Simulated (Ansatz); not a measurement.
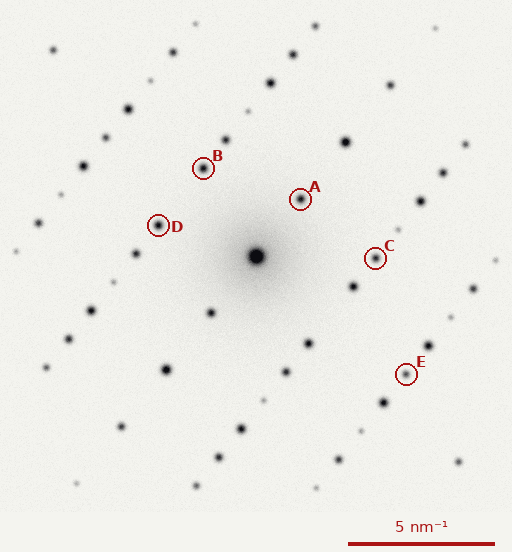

The pattern is a kinematic simulation for 300 kV electrons (no multiple scattering; isotropic B = 0.8 Å²). The zone axis points towards the electron source and the pattern is seen from the source side.

SrBiS, space group Pnma (No. 62), a = 8.04 Å, b = 3.93 Å, c = 9.64 Å. Structure: the geometry relaxed (final pressure about 9.1 GPa) with DFT, PAW plane waves, r2scan in Ansatz 0.2.0; the starting structure was generated, so it need not be a known form of this composition.

| atom | site | symmetry | x | y | z |
| --- | --- | --- | --- | --- | --- |
| Bi | 4c | .m. | 0.1927 | 0.2500 | 0.9550 |
| Sr | 4c | .m. | 0.5090 | 0.2500 | 0.1974 |
| S | 4c | .m. | 0.7550 | 0.2500 | 0.8110 |

Spot A is indexed -2 0 0 and spot B -1 -1 2.

> What are the indices of the remaining marked spots?

C = (3/2)A − B = -2 1 -2 (d = 2.428 Å). D = −A + B = 1 -1 2 (d = 2.849 Å). E = A − 2B = 0 2 -4 (d = 1.524 Å).

> Find the zone axis.

The cross product of A and B is parallel to [021]; every spot obeys hu + kv + lw = 0.

> What are the spacings of A and B and the angle between them?

d(A) = 4.018 Å, d(B) = 2.849 Å, and the angle is 69.2°.
